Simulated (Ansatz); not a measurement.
**C4H4O (furan) at MP2/def2-SVP**

Aim: the energy change on altering one bond length of C4H4O (furan) at MP2/def2-SVP, from 2 runs. 

The results are computed with Ansatz 0.2.0.

40 further runs of the same task are left out: 40 set aside as unsound or not needed.

## (1) Starting point

C4H4O: 9 atoms, total charge 0, spin state singlet. SMILES: `c1ccoc1`. The shape is that of a PBE0-D4/def2-TZVP optimisation.

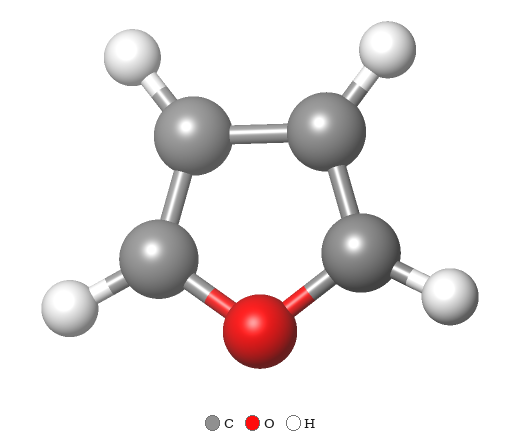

Viewed from a chosen angle; carbon grey, oxygen red, hydrogen white.

## (2) A single-point energy at MP2/def2-SVP

input.yaml reads:

```yaml
crystal:
  periodic: [false, false, false]
  atoms:
    - {symbol: C, position_ang: [0.281100, 0.977400, -0.084000]}
    - {symbol: C, position_ang: [0.817600, -0.248800, -0.579600]}
    - {symbol: C, position_ang: [-0.000500, -1.224800, -0.122600]}
    - {symbol: O, position_ang: [-1.001000, -0.697400, 0.616400]}
    - {symbol: C, position_ang: [-0.817300, 0.641100, 0.630900]}
    - {symbol: H, position_ang: [0.663600, 1.973100, -0.240900]}
    - {symbol: H, position_ang: [1.694300, -0.382300, -1.192800]}
    - {symbol: H, position_ang: [-0.006600, -2.296600, -0.230700]}
    - {symbol: H, position_ang: [-1.542600, 1.212000, 1.186300]}
basis:
  gaussian:
    orbitals: def2-SVP
correlation:
  method: mp2
  frozen_orbitals: {C: 1, H: 0, O: 1}
accuracy: high
```

Command:

```sh
$ ansatz run input.yaml --threads 1 --pin off --max-ram 3480MiB --events-out events.jsonl --progress --plain --runs-dir runs
```

Output:

```text
Warning: RAYON_NUM_THREADS=1 ignored (pool sized by the plan → 1); use --threads N
Functional definition: HF
  name "HF"
  exchange = exact_x
  correlation = 0
2169 factors; integrals over basis functions are off by at most 3.3e-9 eV
mean field evaluation 1: about -6214.2759 eV, gradient 2.7e1 eV
mean field evaluation 2: about -6214.2877 eV, gradient 2.7e1 eV
mean field evaluation 4: about -6216.5208 eV, gradient 3.9e0 eV
mean field evaluation 8: about -6216.5652 eV, gradient 3.8e-4 eV
mean field -6216.56524073 eV, -228.4545588576 hartree, gradient 2.1e-8 eV, S^2 0.000000; 0 other end points of the search recorded, 0 dependent functions left out; unrestricted orbitals would lower it
mean field evaluation 16: about -6216.5527 eV, gradient 2.1e-1 eV
5 core orbitals not correlated: weight in the atoms' cores, before any rotation towards them, 1.000 or more for the frozen orbitals, at most 0.000 for the correlated occupied ones
reference -6216.56524073 eV, -228.4545588576 hartree; 13, 13 occupied and 72, 72 virtual orbitals, 2169 factors
second order -19.14740325 eV of doubles, -0.00000000 eV of singles
Total energy: -6235.71264398 eV, -229.1582129485 hartree
```

It took 3.6 s on 1 thread of Arm Neoverse V2, shared host; peak memory 0.25 GiB.

## (3) The distorted shape at the same level

input.yaml reads:

```yaml
crystal:
  periodic: [false, false, false]
  atoms:
    - symbol: C
      position_ang: [0.643772, 0.691933, -0.361717]
    - symbol: C
      position_ang: [1.180272, -0.534267, -0.857317]
    - symbol: C
      position_ang: [0.362172, -1.510267, -0.400317]
    - symbol: O
      position_ang: [-0.638328, -0.982867, 0.338683]
    - symbol: C
      position_ang: [-0.454628, 0.355633, 0.353183]
    - symbol: H
      position_ang: [1.026272, 1.687633, -0.518617]
    - symbol: H
      position_ang: [2.056972, -0.667767, -1.470517]
    - symbol: H
      position_ang: [0.356072, -2.582067, -0.508417]
    - symbol: H
      position_ang: [-1.542600, 1.212000, 1.186300]
basis:
  gaussian:
    orbitals: def2-SVP
correlation:
  method: mp2
  frozen_orbitals: {C: 1, H: 0, O: 1}
accuracy: high
```

Command:

```sh
$ ansatz run input.yaml --threads 1 --pin off --max-ram 3480MiB --events-out events.jsonl --progress --plain --runs-dir runs
```

Output:

```text
Warning: RAYON_NUM_THREADS=1 ignored (pool sized by the plan → 1); use --threads N
Functional definition: HF
  name "HF"
  exchange = exact_x
  correlation = 0
2168 factors; integrals over basis functions are off by at most 3.4e-9 eV
mean field evaluation 1: about -6211.4500 eV, gradient 2.8e1 eV
mean field evaluation 2: about -6211.4627 eV, gradient 2.8e1 eV
mean field evaluation 4: about -6213.9548 eV, gradient 4.1e0 eV
mean field evaluation 8: about -6214.0101 eV, gradient 1.3e-1 eV
mean field -6214.01020549 eV, -228.3606630445 hartree, gradient 2.8e-8 eV, S^2 0.000000; 0 other end points of the search recorded, 0 dependent functions left out; unrestricted orbitals would lower it
mean field evaluation 16: about -6213.9521 eV, gradient 2.3e0 eV
5 core orbitals not correlated: weight in the atoms' cores, before any rotation towards them, 1.000 or more for the frozen orbitals, at most 0.000 for the correlated occupied ones
reference -6214.01020549 eV, -228.3606630445 hartree; 13, 13 occupied and 72, 72 virtual orbitals, 2168 factors
second order -19.44388867 eV of doubles, -0.00000000 eV of singles
Total energy: -6233.45409417 eV, -229.0752127737 hartree
```

Wall time 3.6 s (1 thread of Arm Neoverse V2, shared host); peak memory 0.25 GiB.

## (4) What came out

At MP2/def2-SVP, 5 core orbitals frozen:

| quantity | value |
| --- | --- |
| first shape: total energy | -229.15821 Eh |
| first shape: correlation energy (5 core orbitals frozen) | -703.7 mEh |
| distorted shape: total energy | -229.07521 Eh |
| distorted shape: correlation energy (5 core orbitals frozen) | -714.5 mEh |
| energy change with the C5–H9 bond stretched from 1.077 to 1.616 Å | 2.259 eV |

What this shows: One bond (distorted shape) is far stretched, which a spin-restricted single reference describes badly; perturbation theory on it can break down and give far too much correlation. With the C5–H9 bond stretched from 1.077 to 1.616 Å the energy rises by 2.26 eV (52 kcal/mol). The first shape isn't relaxed at this level, so the change isn't measured from a minimum. A restricted reference can't describe the breaking bond well at this length. The restricted solution (first shape) is unstable to spin breaking: an unrestricted one lies lower. The restricted solution (distorted shape) is unstable to spin breaking: an unrestricted one lies lower.
